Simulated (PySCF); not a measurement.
```yaml
atoms:
  - { symbol: N, position_ang: [-2.2106, 0.0158, 0.0522] }
  - { symbol: Ga, position_ang: [-0.4133, 0.8302, -0.8255] }
  - { symbol: C, position_ang: [0.8933, 0.4838, 0.6776] }
  - { symbol: C, position_ang: [2.2217, -0.0005, 0.2128] }
  - { symbol: C, position_ang: [1.7201, -1.2377, 0.1652] }
  - { symbol: O, position_ang: [0.4640, -0.9351, 0.6552] }
  - { symbol: H, position_ang: [-2.9299, -0.1994, -0.6368] }
  - { symbol: H, position_ang: [-2.6199, 0.6338, 0.7520] }
  - { symbol: H, position_ang: [-1.9358, -0.8524, 0.5116] }
  - { symbol: H, position_ang: [-0.1788, -0.1181, -2.0188] }
  - { symbol: H, position_ang: [-1.0044, 2.2487, -1.1109] }
  - { symbol: H, position_ang: [0.8401, 0.8896, 1.6905] }
  - { symbol: H, position_ang: [3.1573, 0.4724, -0.0088] }
  - { symbol: H, position_ang: [1.9955, -2.2314, -0.1383] }
```

Geometry: GFN2-xTB.

The calculation used PySCF, wB97X-D/def2-SVPD, SCF density, gas phase.

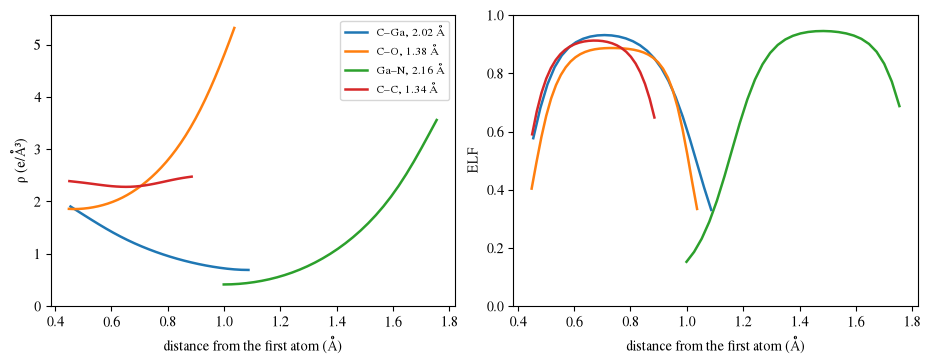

C3H8GaNO. Electron density and ELF along straight lines between neighbouring atoms. The curves leave out the atomic cores.

### Compare the contacts.

C–Ga (2.02 Å): ρ at the midpoint is about 0.72 e/Å³; the ELF peaks at about 0.95 in the valence shell of C, 0.7 Å from its nucleus, and is about 0.55 at the midpoint.
C–O (1.38 Å): ρ is about 2.2 e/Å³ halfway, with its minimum of 1.9 e/Å³ about 0.5 Å from C; the ELF peaks at about 0.90 between the atoms, as expected for a shared but strongly polarised pair.
Ga–N (2.16 Å): the density is about 0.44 e/Å³ at the midpoint; the ELF peaks at about 0.95 in the valence shell of N, 0.7 Å from its nucleus, and is about 0.30 at the midpoint.
C–C (1.34 Å): the density is about 2.3 e/Å³ at the midpoint; the ELF peaks at about 0.90 between the atoms; a multiple bond.
